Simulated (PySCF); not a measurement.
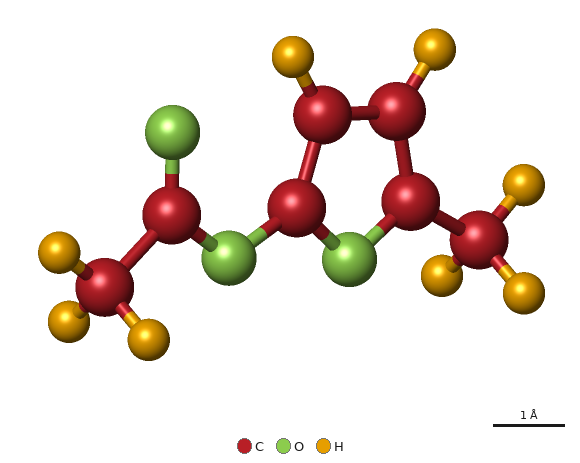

This is the input geometry for a relaxation of C$_{7}$H$_{8}$O$_{3}$. A ball-and-stick model, seen from a free direction.

The start comes from GFN2-xTB. Its atoms were then displaced at random by about 0.01 Å.

Level of theory: PBE0-D3(BJ)/def2-SVP geometry optimisation, gas phase in PySCF.

```xyz
18

C     3.7176    0.1950   -0.3213
C     2.3954    0.2933    0.4304
O     2.2612    0.5565    1.5882
O     1.4072    0.0276   -0.4023
C     0.0799    0.0198    0.0334
C    -0.5243    0.2654    1.2378
C    -1.8992    0.0912    0.9921
C    -2.0265   -0.2221   -0.3284
C    -3.2351   -0.5128   -1.1427
O    -0.8204   -0.2722   -0.9016
H     3.6715    0.9284   -1.1391
H     4.5281    0.4442    0.3498
H     3.7852   -0.7664   -0.7525
H    -0.0635    0.5173    2.1709
H    -2.7007    0.1907    1.7090
H    -3.3024    0.2074   -1.9764
H    -3.1615   -1.5069   -1.5906
H    -4.1399   -0.4444   -0.5491
```

Where does the relaxation end?

Answer. H13 moves most after the best rigid fit: 0.11 Å. Largest moves by element: H 0.11 Å, O 0.08 Å, C 0.06 Å. Some distances before and after: O4–C5 1.397 → 1.349 Å, C1–H13 1.056 → 1.099 Å, C2–O4 1.319 → 1.359 Å, C8–O10 1.336 → 1.364 Å. Bond angles that change, for instance: H12–C1–H13 114.5° → 110.5°, C7–C8–C9 130.7° → 134.1°, O4–C5–O10 115.2° → 111.8°. The energy falls by 4.87 kcal/mol in 10 geometry steps.

Final geometry:

```xyz
18

C     3.6770    0.2072   -0.3491
C     2.4042    0.2888    0.4344
O     2.2975    0.5793    1.5906
O     1.3482   -0.0088   -0.3672
C     0.0814    0.0204    0.0970
C    -0.5276    0.2835    1.2871
C    -1.9270    0.1155    1.0172
C    -2.0477   -0.2269   -0.2965
C    -3.1959   -0.5227   -1.1817
O    -0.8064   -0.2865   -0.8586
H     3.6808    0.9850   -1.1275
H     4.5279    0.3529    0.3249
H     3.7507   -0.7639   -0.8586
H    -0.0374    0.5528    2.2151
H    -2.7458    0.2385    1.7230
H    -3.2772    0.2120   -1.9995
H    -3.1028   -1.5196   -1.6412
H    -4.1274   -0.4955   -0.6018
```

After the run, drawn alike:

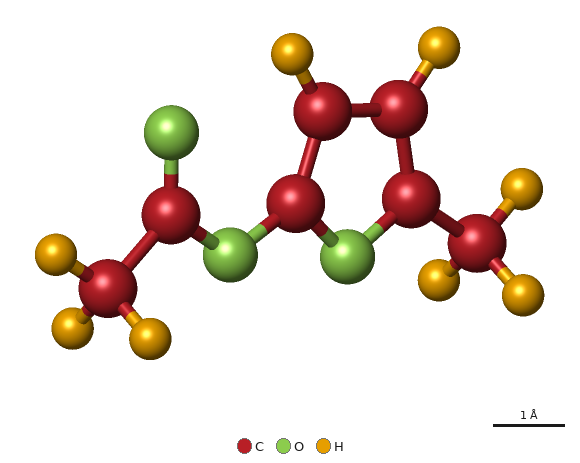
